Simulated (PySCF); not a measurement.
**BCl (SMILES [B]Cl) at 5 levels**

Aim: a comparison of 5 runs (HF/STO-3G, B3LYP/6-31G*, BP86/cc-pVDZ, PBE0/def2-SVP) of BCl. Input form: a Python script.

The results are computed with PySCF 2.14.0.

## Step 1: The structure to begin with

The species is BCl (2 atoms), meant as a singlet with charge 0. As SMILES, `[B]Cl`. The coordinates come from a PBE0-D4/def2-TZVP relaxation.

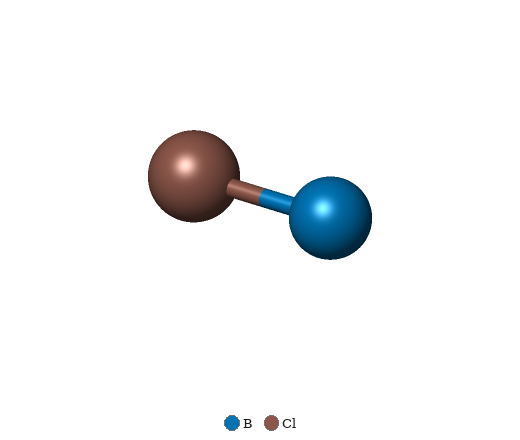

The structure, seen from a chosen angle (boron blue, chlorine brown).

## Step 2: Energy and gradient at HF/STO-3G (run 1)

input.py

```python
# BCl
import pyscf.grad
from pyscf import gto, scf

mol = gto.Mole()
mol.atom = '''
B      0.000000     0.000000    -0.131638
Cl     0.000000     0.000000     3.114628
'''
mol.spin = 0
mol.verbose = 4
mol.unit = 'bohr'
mol.basis = 'sto-3g'
mol.max_memory = 1860
mol.build()

hf = scf.RHF(mol)
hf.conv_tol = 1e-10
hf.kernel()
if not hf.converged:
    hf = hf.newton().run(hf.mo_coeff, hf.mo_occ)

etot = hf.e_tot
print('E = %.10f Eh' % etot)
grad = hf.Gradients().kernel()
hf.analyze()
```

Run with:

```
$ OMP_NUM_THREADS=1 python input.py
```

The program printed:

```text
PySCF version 2.14.0

[INPUT] num. atoms = 2
[INPUT] num. electrons = 22
[INPUT] charge = 0
[INPUT] spin (= nelec alpha-beta = 2S) = 0
[INPUT] symmetry False subgroup None
[INPUT] Mole.unit = bohr
[INPUT] Symbol           X                Y                Z      unit          X                Y                Z       unit  Magmom
[INPUT]  1 B      0.000000000000   0.000000000000  -0.069659829691 AA    0.000000000000   0.000000000000  -0.131638000000 Bohr   0.0
[INPUT]  2 Cl     0.000000000000   0.000000000000   1.648190158093 AA    0.000000000000   0.000000000000   3.114628000000 Bohr   0.0

nuclear repulsion = 26.1839294746641
number of shells = 8
number of NR pGTOs = 42
number of NR cGTOs = 14
basis = sto-3g
ecp = {}

[... 47 lines left out ...]
Nuclear Repulsion Energy =              26.183929474664119
[... 2 lines left out ...]
Two-electron Coulomb Energy =          240.605937502357932
[... 4 lines left out ...]
MO #2   energy= -10.4116391424776  occ= 2
[... 2 lines left out ...]
MO #5   energy= -7.85038088831495  occ= 2
[... 2 lines left out ...]
MO #8   energy= -0.581804137889552 occ= 2
[... 2 lines left out ...]
MO #11  energy= -0.302557611896575 occ= 2
[... 2 lines left out ...]
MO #14  energy= 0.523432262790312  occ= 0
[... 19 lines left out ...]
Dipole moment(X, Y, Z, Debye): -0.00000, -0.00000, -0.32961
```

Run time: 1 s. Hardware: 1 thread of Arm Neoverse V1, shared host; peak memory 0.12 GiB.

## Step 3: Energy and forces at B3LYP/6-31G(d) (spherical functions) (run 2)

geometry.xyz

```xyz
2
BCl
B      0.000000     0.000000    -0.069660
Cl     0.000000     0.000000     1.648190
```

calc.py

```python
from pyscf import gto, dft

mol = gto.M(
    atom='geometry.xyz',
    verbose=4,
    charge=0,
    max_memory=1860,
    basis='6-31g*',
)

calc0 = dft.RKS(mol)
calc0.xc = 'b3lyp'
calc0.conv_tol = 1e-10
calc0.grids.level = 5
calc0.kernel()
if not calc0.converged:
    calc0 = calc0.newton().run(calc0.mo_coeff, calc0.mo_occ)

e_tot = calc0.e_tot
print('Final energy', e_tot)
grad = calc0.nuc_grad_method().kernel()
dip = calc0.dip_moment()
pop, q = calc0.mulliken_pop()
```

Run with:

```
$ OMP_NUM_THREADS=1 python calc.py
```

The program printed:

```text
PySCF version 2.14.0

[INPUT] num. atoms = 2
[INPUT] num. electrons = 22
[INPUT] charge = 0
[INPUT] spin (= nelec alpha-beta = 2S) = 0
[INPUT] symmetry False subgroup None
[INPUT] Mole.unit = angstrom
[INPUT] Symbol           X                Y                Z      unit          X                Y                Z       unit  Magmom
[INPUT]  1 B      0.000000000000   0.000000000000  -0.069660000000 AA    0.000000000000   0.000000000000  -0.131638321837 Bohr   0.0
[INPUT]  2 Cl     0.000000000000   0.000000000000   1.648190000000 AA    0.000000000000   0.000000000000   3.114627701247 Bohr   0.0

nuclear repulsion = 26.183929288471
number of shells = 14
number of NR pGTOs = 78
number of NR cGTOs = 32
basis = 6-31g*
ecp = {}

[... 49 lines left out ...]
converged SCF energy = -484.974298897644
Final energy -484.9742988976445
[... 9 lines left out ...]
Dipole moment(X, Y, Z, Debye): -0.00000,  0.00000,  1.19648
[... 35 lines left out ...]
charge of    1Cl =     -0.02205
```

Run time: 2.9 s. Hardware: 1 thread of Arm Neoverse V1, shared host; peak memory 0.37 GiB.

Runs 3 to 4 aren't shown in full; the table further down has their settings and results.

## Step 4: Energy and forces at B3LYP/6-31G(d) (Cartesian functions) (run 5)

start.xyz

```xyz
2
BCl
B      0.000000     0.000000    -0.069660
Cl     0.000000     0.000000     1.648190
```

calc.py

```python
import pyscf.grad
from pyscf import gto, dft

molecule = gto.M(
    atom='start.xyz',
    verbose=3,
    cart=True,
    max_memory=1860,
    basis='6-31g*',
)

ks = dft.RKS(molecule)
ks.xc = 'b3lyp'
ks.grids.level = 5
ks.conv_tol = 1e-10
ks.kernel()
if not ks.converged:
    ks = ks.newton().run(ks.mo_coeff, ks.mo_occ)

e_tot = ks.e_tot
print('E = %.10f Eh' % e_tot)
grad = ks.Gradients().kernel()
ks.analyze()
```

Run with:

```
$ OMP_NUM_THREADS=1 python calc.py
```

The program printed:

```text
converged SCF energy = -484.978060436621
E = -484.9780604366 Eh
--------------- RKS gradients ---------------
         x                y                z
0 B     0.0000000000    -0.0000000000     0.0112644356
1 Cl     0.0000000000    -0.0000000000    -0.0112650292
----------------------------------------------
**** MO energy ****
MO #1   energy= -101.587990936692  occ= 2
MO #2   energy= -9.50796107220594  occ= 2
MO #3   energy= -7.26721972193028  occ= 2
MO #4   energy= -7.26396342671825  occ= 2
MO #5   energy= -7.26396342671823  occ= 2
MO #6   energy= -6.84987742369007  occ= 2
MO #7   energy= -0.885709444722866 occ= 2
MO #8   energy= -0.506954653601861 occ= 2
MO #9   energy= -0.387274723660788 occ= 2
MO #10  energy= -0.387274723660781 occ= 2
MO #11  energy= -0.255596697571091 occ= 2
MO #12  energy= -0.0623830638426587 occ= 0
MO #13  energy= -0.0623830638426542 occ= 0
MO #14  energy= 0.107963071682646  occ= 0
MO #15  energy= 0.303428136797476  occ= 0
MO #16  energy= 0.386597117301524  occ= 0
MO #17  energy= 0.397320321526709  occ= 0
MO #18  energy= 0.397320321526719  occ= 0
MO #19  energy= 0.454439290802944  occ= 0
MO #20  energy= 0.464886139878461  occ= 0
MO #21  energy= 0.464886139878471  occ= 0
MO #22  energy= 0.650347882554643  occ= 0
MO #23  energy= 0.752109183849702  occ= 0
MO #24  energy= 0.752109183849708  occ= 0
MO #25  energy= 0.811371944165465  occ= 0
MO #26  energy= 0.811371966633759  occ= 0
MO #27  energy= 1.06542289164885   occ= 0
MO #28  energy= 1.2596055757123    occ= 0
MO #29  energy= 1.25960561162751   occ= 0
MO #30  energy= 1.44664805868859   occ= 0
MO #31  energy= 1.4466480586886    occ= 0
MO #32  energy= 1.82557743602785   occ= 0
MO #33  energy= 3.30713042826613   occ= 0
MO #34  energy= 4.23408878122529   occ= 0
 ** Mulliken atomic charges  **
charge of    0B =     -0.07742
charge of    1Cl =      0.07742
Dipole moment(X, Y, Z, Debye): -0.00000, -0.00000,  1.19766
```

Wall time 2.9 s (1 thread of Arm Neoverse V1, shared host); peak memory 0.39 GiB.

## Step 5: All runs side by side

```tsv
run	level	integration grid	Cartesian functions	energy (Eh)	dipole moment (D)	HOMO energy (eV)	LUMO energy (eV)	wall time
1	HF/STO-3G	–	no	-478.850946	0.33	-8.23	6.47	1 s
2	B3LYP/6-31G* (spherical functions)	5	no	-484.974299	1.20	-6.95	-1.70	2.9 s
3	BP86/cc-pVDZ	5	no	-485.025966	1.69	-6.24	-2.81	2.9 s
4	PBE0/def2-SVP	5	no	-484.625563	1.78	-7.33	-1.76	2.5 s
5	B3LYP/6-31G* (Cartesian functions)	5	yes	-484.978060	1.20	-6.96	-1.70	2.9 s
```

## Step 6: Summary of results

| quantity | value |
| --- | --- |
| run 5: total energy | -484.97806 Eh |
| run 5: dipole moment | 1.20 D |
| run 5: HOMO energy | -6.96 eV |
| run 5: LUMO energy | -1.70 eV |
| run 5: HOMO–LUMO gap | 5.26 eV |
| run 5: largest force on an atom | 0.579 eV/Å |

In words: The dipole moment (its size) runs from 0.33 D (HF/STO-3G) to 1.78 D (PBE0/def2-SVP). The two ends differ in method and basis. The two dipoles point in opposite directions. The HOMO–LUMO gap runs from 3.43 eV (BP86/cc-pVDZ) to 14.70 eV (HF/STO-3G). Totals of different functionals can't be ranked against each other. In run 1 the basis is minimal, so the values are rough. All runs together took 12 s, the longest 2.9 s.
